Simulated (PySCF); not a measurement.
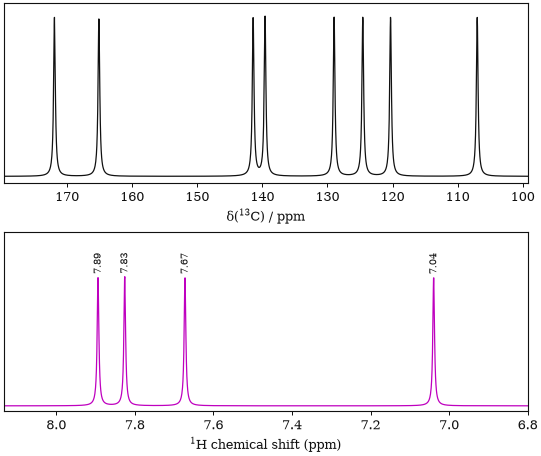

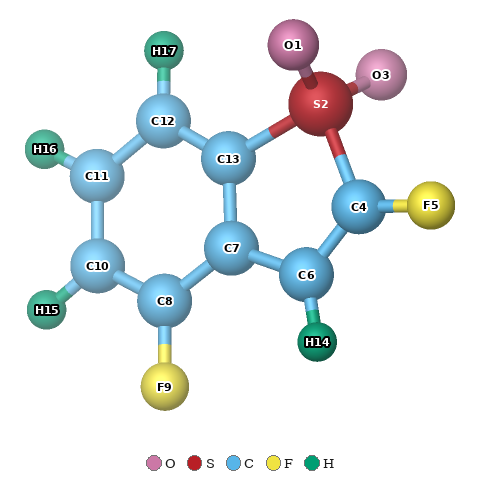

Spectrum and numbered structure of C₈H₄F₂O₂S, SMILES O=S1(=O)C(F)=Cc2c(F)cccc21. GIAO shifts, PBE0/pcSseg-1 (IEF-PCM dichloromethane) with PySCF, at a PBE0-D3(BJ)/def2-SVP geometry (no frequency check), against TMS for ¹³C and TMS for ¹H computed at the same level. fully decoupled, line heights follow the number of nuclei, widths are arbitrary (no quadrupolar broadening); values of one conformer, averaged over methyl-type rotors and exact or near symmetry.

Which atoms give which ¹³C line?

| δ (ppm) | nuclei | atoms |
| --- | --- | --- |
| 171.9 | 1 | C4 |
| 165.1 | 1 | C8 |
| 141.4 | 1 | C13 |
| 139.6 | 1 | C11 |
| 129.0 | 1 | C10 |
| 124.6 | 1 | C12 |
| 120.3 | 1 | C7 |
| 107.0 | 1 | C6 |

The order of signals that lie close, as those under 2 ppm apart, is within the error of the method.

Assign the ¹H signals to the numbered atoms.

```csv
δ (ppm),nuclei,atoms
7.89,1,H16
7.83,1,H17
7.67,1,H15
7.04,1,H14
```

The order of signals that lie close, as those under 0.08 ppm apart, is within the error of the method.
